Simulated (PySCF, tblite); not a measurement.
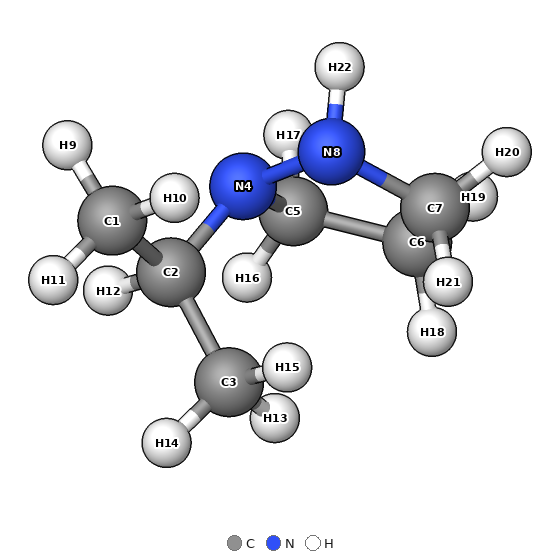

Structure of C₆H₁₄N₂, SMILES CC(C)N1CCCN1.

GIAO shifts, PBE0/pcSseg-1 with PySCF, at a GFN2-xTB geometry (a minimum by its frequencies), against TMS for ¹H computed at the same level. Gas phase, fully decoupled, line heights follow the number of nuclei, widths are arbitrary (no quadrupolar broadening); values of one conformer, averaged over nuclei that symmetry, rotation about single bonds, ring flips or inversion at nitrogen exchange, these motions taken as fast; other conformers aren't averaged in. Protons on N, O or S are those of the isolated molecule, without hydrogen bonds to neighbours or exchange.

Question: Which ¹H signals does it give?

Answer: 6 signals.


```tsv
δ (ppm)	nuclei	atoms
3.06	2	H16, H17
2.87	2	H20, H21
2.73	1	H22
2.71	1	H12
1.93	2	H18, H19
1.05	6	H9, H10, H11, H13, H14, H15
```

The order of signals that lie close, as those under 0.08 ppm apart, is within the error of the method.

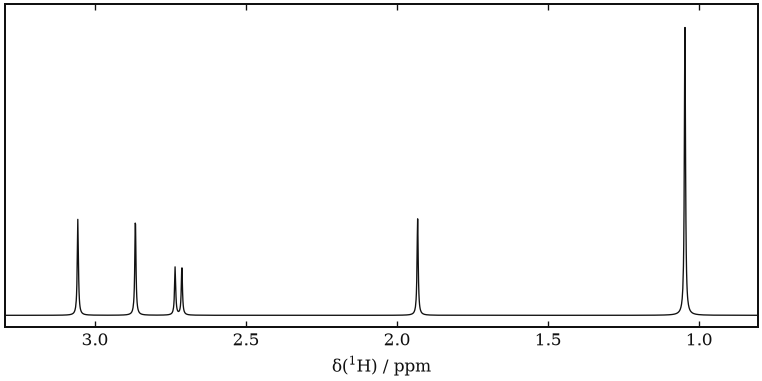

Note: the tight-binding geometry is rougher than a DFT one and adds to the error.
